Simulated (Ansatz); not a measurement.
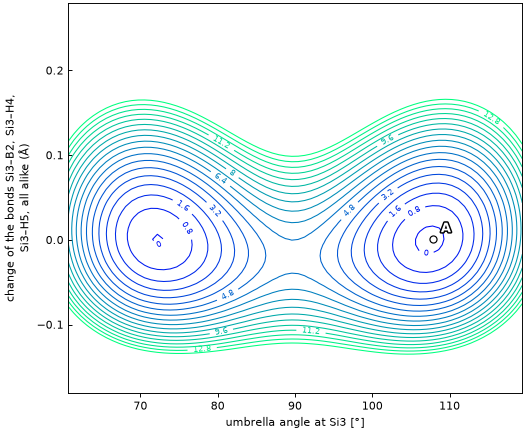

BH₂OSi, SMILES [O]B=[SiH2], spin multiplicity 2. The first coordinate is: umbrella angle at Si3 (between each of its bonds and their common axis; 90 is planar); the second: change of the bonds Si3–B2, Si3–H4, Si3–H5, all alike. Nothing is relaxed (all other coordinates rigid). Grid: 15 × 15 points. Points are written as (first, second). All energies are given in kcal/mol relative to the lowest grid point. Theory: Ansatz 0.2.0, UHF/def2-TZVP.

In the figure: contour lines labelled in kcal/mol (none above 13.6), the point A. Between grid points the surface is interpolated.

Find the lowest pass out of the well at A.

Answer. The easiest path leads from the well at about (108°, 0.00 Å) to the well at about (72°, 0.00 Å), about 0.14 kcal/mol higher. Its highest point lies about 5.5 kcal/mol above the bottom of the first well on the interpolated surface, at (90.0°, −0.016 Å). The start is the relaxed structure and all else is held, so a fully relaxed path at this level can only be lower.

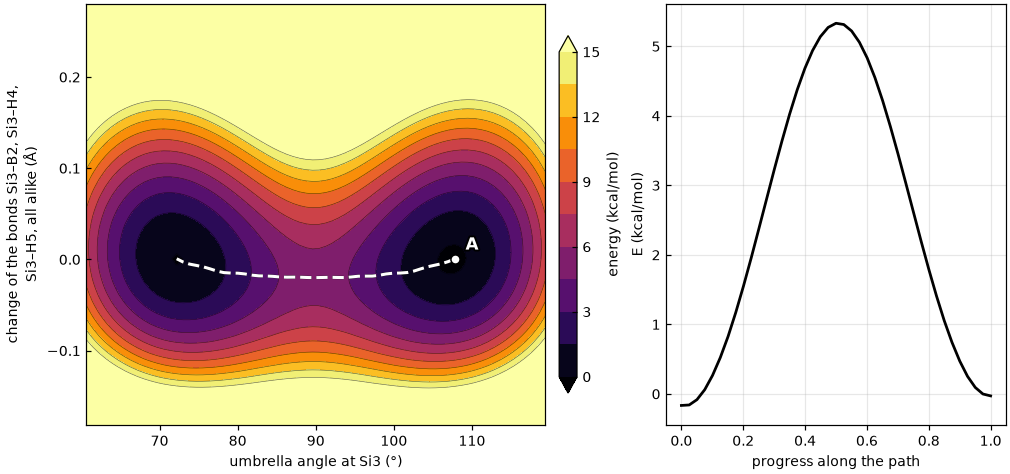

Drawn: filled contours, a line along the lowest path, one colour for all values above the top of the scale, the energy along the path at the right. Between grid points the surface is interpolated.
